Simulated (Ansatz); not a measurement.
```xyz
12

Si   -0.2704    0.5106    0.2717
O    -0.0553   -2.8403   -0.4886
H    -1.4764   -0.2310   -0.2261
H     0.2759   -0.2897    1.4025
N    -0.5776    2.0806    0.8925
H    -0.8885   -2.3616   -0.4606
P     1.0855    0.7376   -1.5017
H     0.2729   -2.8105    0.4133
H    -0.8578    2.8251    0.2749
H    -0.9684    2.1999    1.8128
H     1.1967   -0.6674   -1.6743
H     2.2631    0.8467   -0.7163
```

The product side of a reaction path; geometry: PBE0-D4/def2-TZVP.

These are results of RKS PBE0-D4/def2-TZVPP (Ansatz), not measurements.

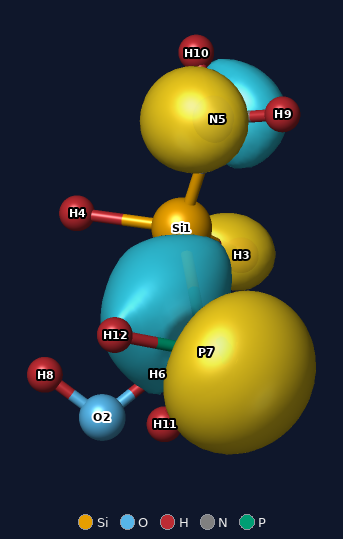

H6NPSi···H2O. The HOMO at ±0.15 Å⁻³ᐟ² (yellow and cyan are the two phases), seen at an oblique angle.

Question: What is the character of this orbital?

Answer: Its weight (Hirshfeld) is mainly on P7 (about 50 %), N5 (about 20 %) and Si1 (about 15 %); largely a combination of lone pairs on P7 and N5. Its energy is −7.30 eV.
